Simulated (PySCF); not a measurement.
C2H7BCl2Si, SMILES CB(C)[SiH](Cl)Cl at its PBE0/def2-SVP optimised geometry (Å):

```
13

Si     1.5277     0.0114     0.0000
Cl     2.0460    -0.0249     2.0193
Cl     2.3188     1.7323    -0.8558
B     -0.5011     0.0114     0.0000
C     -1.2486     1.3797     0.0000
C     -1.2405    -1.3631     0.0909
H      2.2335    -1.1355    -0.6394
H     -0.7582     2.1698    -0.5885
H     -1.1882     1.7200     1.0555
H     -2.3188     1.3179    -0.2507
H     -2.2573    -1.2963     0.5084
H     -0.6827    -2.1698     0.5906
H     -1.3570    -1.6863    -0.9652
```

Method: PySCF with PBE0/def2-TZVP. Cells within 0.4 Å of a nucleus heavier than hydrogen are left out (blank, or x).

Map of the log10 of the electron density (e/bohr³), floored at −4 on the plane z = 0.0 Å:

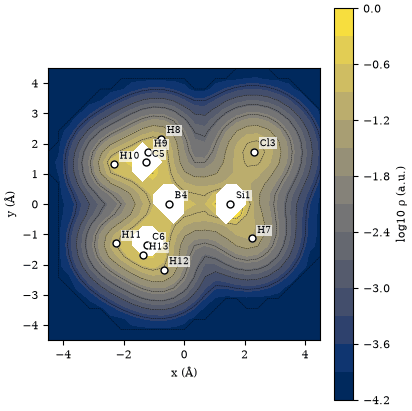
Fig. 1. Log10 of the electron density (e/bohr³), floored at −4 on the plane z = 0.0 Å.
